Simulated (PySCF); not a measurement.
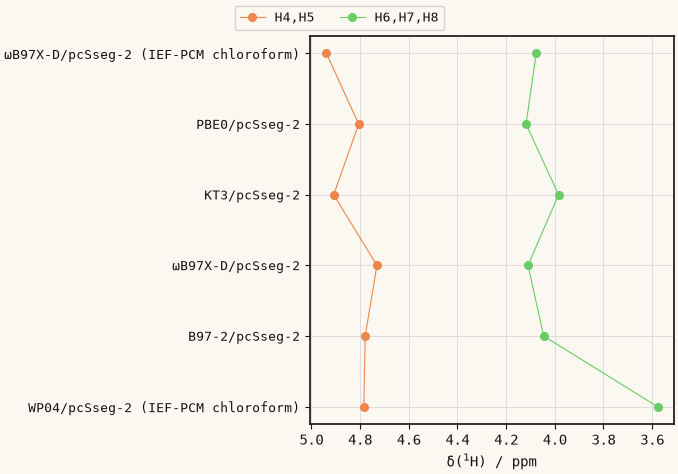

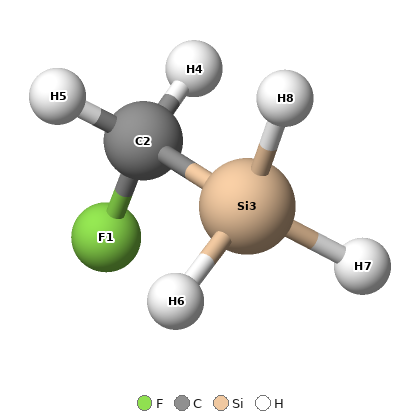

GIAO ¹H shifts of CH₅FSi (H3SiCH2F), SMILES FC[SiH3] at several levels, one geometry, PySCF, at a PBE0-D3(BJ)/def2-TZVP geometry (no frequency check); values of one conformer, averaged over methyl-type rotors and exact or near symmetry; each against TMS at the same level.

**Which of the plotted signals depends most on the level, and by how much?**

That of H6, H7 and H8: from 3.58 ppm (WP04/pcSseg-2 (IEF-PCM chloroform)) to 4.12 ppm (PBE0/pcSseg-2), a spread of 0.54 ppm. The steadiest, H4 and H5, moves by 0.21 ppm.

**Do all levels give the signals in the same order?**

Yes, the order of the signals is the same at every level.
